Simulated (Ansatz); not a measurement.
# Geometry relaxation, with input and output: C₁₈HN (part 3 of 3)

C₁₈HN (slab, 20 atoms in the cell); DFT PBE, scalar-relativistic, plane waves, PAW, PAW set soft_1, no spin polarisation (Ansatz 0.2.0); cutoff 420 eV, 2×2×1 k-mesh, Fermi–Dirac smearing of 0.02 eV. It belongs to a series of runs on one base structure; here: end point A relaxed.

Geometry of the input (Å; fractional positions):
```
7.3980  0.0000  0.0000
-3.6990  6.4069  0.0000
0.0000  0.0000  13.0000
C  0.0000  0.0000  0.0769
C  0.2222  0.1111  0.0769
C  0.0000  0.3333  0.0769
C  0.2222  0.4444  0.0769
C  -0.0000  0.6667  0.0769
C  0.2222  0.7778  0.0769
C  0.3333  0.0000  0.0769
C  0.5556  0.1111  0.0769
C  0.3333  0.3333  0.0769
C  0.5556  0.4444  0.0769
C  0.3333  0.6667  0.0769
C  0.5556  0.7778  0.0769
C  0.6667  0.0000  0.0769
C  0.8889  0.1111  0.0769
C  0.6667  0.3333  0.0769
C  0.8889  0.4444  0.0769
C  0.6667  0.6667  0.0769
C  0.8889  0.7778  0.0769
N  0.6002  0.8650  0.1846
H  0.5851  0.8541  0.2638
```

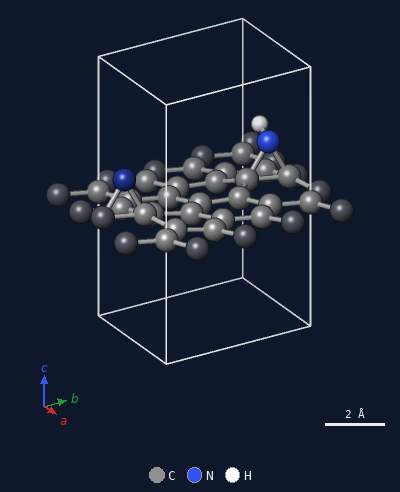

*The geometry at step 9 of the log (ball-and-stick view of the cell of the calculation, with the vacuum cut short, seen slightly off an axis; neighbours outside the cell are drawn fainter).*

**Trajectory as extended XYZ, continued**
```
20
Lattice="7.3980 0.0000 0.0000 -3.6990 6.4069 0.0000 0.0000 0.0000 13.0000" Properties=species:S:1:pos:R:3:forces:R:3 step=6 energy=-4913.79238
C     0.0129   -0.0037    0.9805    0.0450  -0.0256  -0.0263
C     1.2553    0.7021    0.9081   -0.0016  -0.0220   0.0284
C    -1.2000    2.1242    0.8985   -0.0078   0.0061  -0.0057
C     0.0185    2.8258    0.8962    0.0043  -0.0103  -0.0206
C    -2.4437    4.2420    0.9090    0.0002   0.0246   0.0054
C    -1.2012    4.9509    0.9691   -0.0700   0.0391  -0.0080
C     2.4975   -0.0064    0.9701   -0.0596  -0.0374  -0.0335
C     3.6929    0.7062    1.0081    0.1331  -0.0490   0.1122
C     1.2560    2.1100    0.8988   -0.0171   0.0178   0.0324
C     2.4985    2.8199    0.8971    0.0087   0.0210  -0.0048
C    -0.0056    4.2388    1.0074    0.1364   0.0335   0.1292
C     1.2602    4.8977    1.3567   -0.4656   0.3054   0.0078
C     4.9589    0.0468    1.3611   -0.4952  -0.1451  -0.1940
C     6.2236    0.7178    1.0209   -0.0710  -0.0931   0.0777
C     3.7170    2.1184    0.8962    0.0197   0.0404  -0.0216
C     4.9550    2.8343    0.8999   -0.0171  -0.0264   0.0304
C     2.5241    4.2273    1.0181   -0.0770   0.0784   0.1089
C     3.7118    4.9482    0.9786    0.0512   0.0301   0.0020
N     1.3026    5.6831    2.5712    1.3269  -0.1995   0.9458
H     0.6668    5.6788    3.3844   -0.4444   0.0112  -1.1684
20
Lattice="7.3980 0.0000 0.0000 -3.6990 6.4069 0.0000 0.0000 0.0000 13.0000" Properties=species:S:1:pos:R:3:forces:R:3 step=7 energy=-4914.03892
C     0.0159   -0.0049    0.9854    0.0414   0.0184  -0.0393
C     1.2580    0.7015    0.9135   -0.0380   0.0107   0.0208
C    -1.1974    2.1232    0.8984    0.0417  -0.0037   0.0063
C     0.0222    2.8270    0.9006    0.0043  -0.0030   0.0537
C    -2.4410    4.2410    0.9145   -0.0385   0.0156   0.0181
C    -1.1990    4.9511    0.9791    0.0196  -0.0416   0.0365
C     2.4998   -0.0082    0.9775    0.0234   0.0476   0.0343
C     3.6987    0.7020    1.0205    0.0186   0.0367   0.1959
C     1.2587    2.1100    0.9037    0.0017   0.0064   0.0194
C     2.5014    2.8208    0.9006    0.0163   0.0026   0.0046
C     0.0007    4.2422    1.0258   -0.0218  -0.0597   0.1840
C     1.2641    4.9030    1.3634   -0.0043   0.3429  -0.1489
C     4.9632    0.0424    1.3596    0.0076  -0.3090  -0.1889
C     6.2240    0.7149    1.0200    0.0116  -0.0099  -0.0646
C     3.7211    2.1170    0.8977   -0.0179   0.0019   0.0582
C     4.9577    2.8329    0.9022    0.0019   0.0115   0.0186
C     2.5237    4.2293    1.0250    0.0542  -0.0113  -0.0647
C     3.7146    4.9478    0.9869    0.0440  -0.0114  -0.0375
N     1.3858    5.6815    2.6086   -1.0088  -0.0164   1.2684
H     0.5288    5.6879    3.2469    0.8428  -0.0278  -1.3750
20
Lattice="7.3980 0.0000 0.0000 -3.6990 6.4069 0.0000 0.0000 0.0000 13.0000" Properties=species:S:1:pos:R:3:forces:R:3 step=8 energy=-4914.12674
C     0.0271   -0.0049    0.9840    0.0031   0.0193  -0.0176
C     1.2677    0.7031    0.9242    0.0295  -0.0055   0.0389
C    -1.1881    2.1216    0.9086    0.0177   0.0163   0.0315
C     0.0312    2.8260    0.9188   -0.0282   0.0253  -0.0243
C    -2.4315    4.2404    0.9269    0.0287   0.0223  -0.0064
C    -1.1900    4.9508    0.9952    0.0062  -0.0622  -0.0028
C     2.5093   -0.0071    0.9944    0.0037   0.0645  -0.0144
C     3.7082    0.7032    1.0372   -0.0104   0.0682  -0.0181
C     1.2683    2.1116    0.9162    0.0340  -0.0103   0.0370
C     2.5110    2.8225    0.9112   -0.0024  -0.0294   0.0174
C     0.0089    4.2407    1.0397   -0.0064  -0.0604   0.0149
C     1.2739    4.9095    1.3547   -0.0651   0.1728  -0.1793
C     4.9736    0.0349    1.3483   -0.0654  -0.1674  -0.1169
C     6.2336    0.7118    1.0154   -0.0174  -0.0514   0.0786
C     3.7305    2.1181    0.9165   -0.0472  -0.0359  -0.0100
C     4.9673    2.8323    0.9144    0.0329   0.0125   0.0487
C     2.5341    4.2322    1.0182   -0.0225   0.0596   0.1203
C     3.7259    4.9485    0.9849    0.0031  -0.0133  -0.0042
N     1.3475    5.6798    2.6197   -1.0930   0.0060   0.8337
H     0.3925    5.6874    3.1015    1.1984  -0.0300  -0.8319
20
Lattice="7.3980 0.0000 0.0000 -3.6990 6.4069 0.0000 0.0000 0.0000 13.0000" Properties=species:S:1:pos:R:3:forces:R:3 step=9 energy=-4914.16446
C     0.0291   -0.0047    0.9998    0.0077   0.0898  -0.0428
C     1.2711    0.7040    0.9323   -0.1079   0.0480  -0.0087
C    -1.1867    2.1225    0.9258    0.0360  -0.1102  -0.0131
C     0.0325    2.8272    0.9224    0.0117  -0.1295   0.0358
C    -2.4280    4.2418    0.9311   -0.1116  -0.0511   0.0085
C    -1.1890    4.9491    0.9741    0.0797   0.1168   0.0575
C     2.5100   -0.0036    0.9743    0.0767  -0.1148   0.0600
C     3.7078    0.7071    1.0196    0.1428  -0.1902   0.1272
C     1.2719    2.1129    0.9298   -0.0614  -0.0188  -0.0096
C     2.5119    2.8230    0.9269    0.0524   0.1169  -0.0104
C     0.0087    4.2383    1.0203    0.1387   0.1993   0.1259
C     1.2732    4.9183    1.3433   -0.0497  -0.0472  -0.0700
C     4.9725    0.0275    1.3417   -0.0732   0.0414  -0.0552
C     6.2348    0.7098    1.0343    0.0378   0.0489  -0.0091
C     3.7313    2.1184    0.9228    0.0173   0.1253   0.0321
C     4.9709    2.8329    0.9293   -0.0596   0.0125  -0.0130
C     2.5359    4.2357    1.0367    0.0328  -0.0502  -0.0245
C     3.7281    4.9504    1.0006    0.0125  -0.0934  -0.0521
N     1.3336    5.6770    2.6315   -0.3427  -0.0043  -0.0832
H     0.3815    5.6747    3.0333    0.1601   0.0121  -0.0610
20
Lattice="7.3980 0.0000 0.0000 -3.6990 6.4069 0.0000 0.0000 0.0000 13.0000" Properties=species:S:1:pos:R:3:forces:R:3 step=10 energy=-4914.17079
C     0.0304   -0.0039    0.9931    0.0331  -0.0025   0.0040
C     1.2720    0.7044    0.9366   -0.0153  -0.0024   0.0059
C    -1.1847    2.1205    0.9289    0.0176   0.0050   0.0139
C     0.0343    2.8252    0.9301   -0.0070  -0.0073  -0.0145
C    -2.4269    4.2410    0.9364   -0.0151   0.0017   0.0078
C    -1.1860    4.9503    0.9885   -0.0090   0.0030  -0.0099
C     2.5130   -0.0049    0.9885   -0.0097  -0.0040  -0.0096
C     3.7106    0.7060    1.0280   -0.0174   0.0015  -0.0284
C     1.2733    2.1127    0.9333   -0.0217  -0.0035   0.0032
C     2.5142    2.8248    0.9289    0.0170  -0.0015   0.0150
C     0.0117    4.2395    1.0283   -0.0165  -0.0028  -0.0306
C     1.2737    4.9182    1.3315   -0.0355  -0.0102   0.0461
C     4.9726    0.0275    1.3314   -0.0313   0.0072   0.0413
C     6.2366    0.7098    1.0302    0.0013   0.0045  -0.0075
C     3.7332    2.1201    0.9301   -0.0057   0.0115  -0.0170
C     4.9722    2.8326    0.9333   -0.0212   0.0044   0.0027
C     2.5377    4.2356    1.0304   -0.0024  -0.0036  -0.0078
C     3.7295    4.9492    0.9929    0.0340   0.0035   0.0076
N     1.3156    5.6767    2.6167    0.1520  -0.0033  -0.0195
H     0.3681    5.6768    3.0129   -0.0468  -0.0011  -0.0059
20
Lattice="7.3980 0.0000 0.0000 -3.6990 6.4069 0.0000 0.0000 0.0000 13.0000" Properties=species:S:1:pos:R:3:forces:R:3 step=11 energy=-4914.17142
C     0.0301   -0.0038    0.9928    0.0061  -0.0041   0.0007
C     1.2707    0.7047    0.9368   -0.0019   0.0006   0.0002
C    -1.1858    2.1207    0.9289    0.0035  -0.0010  -0.0033
C     0.0329    2.8254    0.9291    0.0027   0.0003   0.0000
C    -2.4283    4.2408    0.9370   -0.0021  -0.0008  -0.0020
C    -1.1874    4.9504    0.9884    0.0067  -0.0018   0.0011
C     2.5116   -0.0050    0.9883    0.0057   0.0026   0.0002
C     3.7095    0.7055    1.0280   -0.0049  -0.0010  -0.0006
C     1.2716    2.1129    0.9333   -0.0037   0.0003   0.0019
C     2.5132    2.8248    0.9290    0.0040   0.0007  -0.0035
C     0.0105    4.2399    1.0282   -0.0036   0.0016  -0.0001
C     1.2733    4.9178    1.3330   -0.0028  -0.0168  -0.0089
C     4.9723    0.0277    1.3328   -0.0015   0.0182  -0.0079
C     6.2359    0.7100    1.0288   -0.0007   0.0058  -0.0069
C     3.7319    2.1200    0.9290    0.0032  -0.0005   0.0001
C     4.9706    2.8326    0.9332   -0.0040  -0.0017   0.0026
C     2.5369    4.2355    1.0290   -0.0016  -0.0051  -0.0055
C     3.7291    4.9492    0.9928    0.0048   0.0049   0.0015
N     1.3252    5.6764    2.6163   -0.0264  -0.0013   0.0322
H     0.3770    5.6766    3.0154    0.0161  -0.0006  -0.0015
20
Lattice="7.3980 0.0000 0.0000 -3.6990 6.4069 0.0000 0.0000 0.0000 13.0000" Properties=species:S:1:pos:R:3:forces:R:3 step=12 energy=-4914.17144
C     0.0303   -0.0038    0.9927   -0.0006  -0.0010   0.0003
C     1.2708    0.7047    0.9366   -0.0008   0.0001  -0.0006
C    -1.1856    2.1207    0.9283   -0.0003  -0.0006  -0.0004
C     0.0330    2.8255    0.9287    0.0011  -0.0008  -0.0001
C    -2.4282    4.2409    0.9367   -0.0008  -0.0005  -0.0001
C    -1.1873    4.9505    0.9882    0.0003   0.0007  -0.0001
C     2.5118   -0.0049    0.9882   -0.0002  -0.0007   0.0002
C     3.7095    0.7056    1.0279    0.0012  -0.0016   0.0031
C     1.2717    2.1129    0.9330   -0.0006   0.0002  -0.0007
C     2.5134    2.8248    0.9283    0.0002   0.0011  -0.0002
C     0.0105    4.2399    1.0280    0.0012   0.0015   0.0025
C     1.2732    4.9176    1.3335    0.0018   0.0020   0.0002
C     4.9722    0.0280    1.3334    0.0019  -0.0028   0.0012
C     6.2359    0.7100    1.0285   -0.0031  -0.0021   0.0039
C     3.7320    2.1201    0.9286    0.0014   0.0010  -0.0001
C     4.9707    2.8326    0.9330   -0.0005  -0.0004  -0.0008
C     2.5370    4.2355    1.0287   -0.0029   0.0019   0.0030
C     3.7293    4.9493    0.9928   -0.0013   0.0009  -0.0002
N     1.3244    5.6762    2.6179    0.0007   0.0009  -0.0089
H     0.3766    5.6762    3.0169    0.0012   0.0002  -0.0021
```

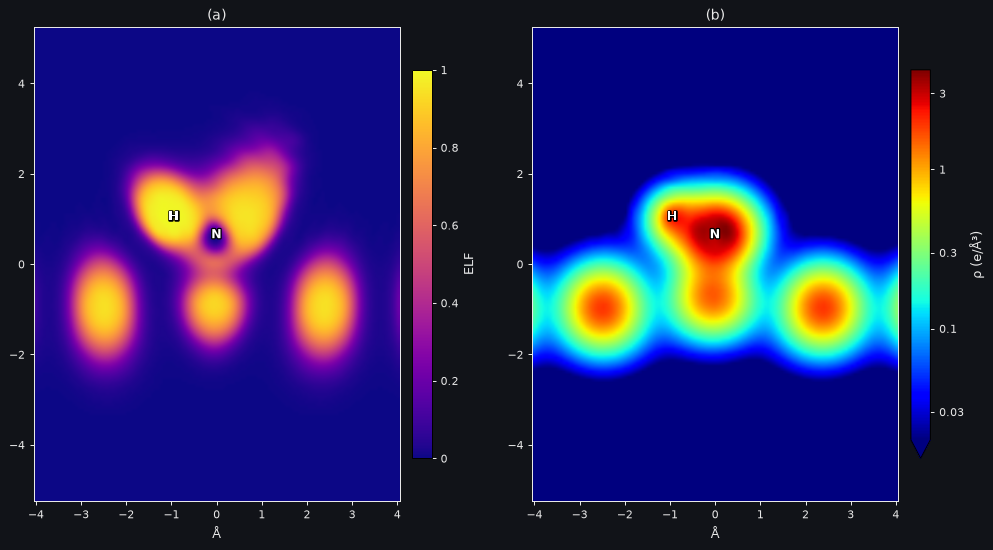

*(a) ELF; (b) valence pseudo-density on the (010) plane of the calculation cell, a cut from vacuum to vacuum.*

The section cuts through N and H sites. N–H (1.03 Å): ρ at the midpoint is about 2.9 e/Å³, with its minimum of 2.3 e/Å³ about 0.7 Å from N; the ELF climbs to about 1 towards the hydrogen, as it does in any bond to H; a covalent bond by its length. The density dies away to nearly zero in the vacuum. Core electrons are frozen (PAW), so the fields are smoothed inside the atomic spheres.

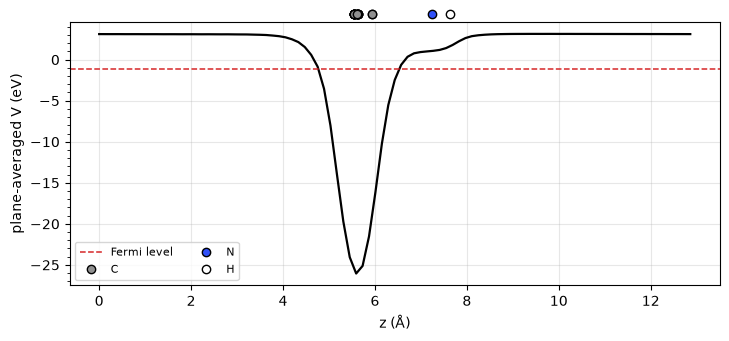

*Plane average of the electrostatic potential (local pseudopotential plus Hartree) felt by an electron across the slab. Circles mark the heights of the atoms.*

The vacuum level lies 4.3 eV above the Fermi level. The outermost nuclei are 2.1 Å apart, in 2 atomic planes; the vacuum between periodic images is 10.9 Å wide.

**Results in brief**

- outcome: converged
- electrons treated: 78
- free energy: −4914.1714 eV
- Fermi energy: −1.169 eV
- final volume: 616.17 Å³
- largest force (length of the vector) at the end: 0.009 eV/Å
- hardware: 1 thread of Intel Xeon (Sapphire Rapids), 192 GiB of memory available, shared host
- wall time: 77 s
- peak memory: 0.73 GiB

**Notes**

The program warns: the exchange-correlation potential is rough where the density is thin. The k-point mesh is coarse for a cell of this size, so the results may not be converged.
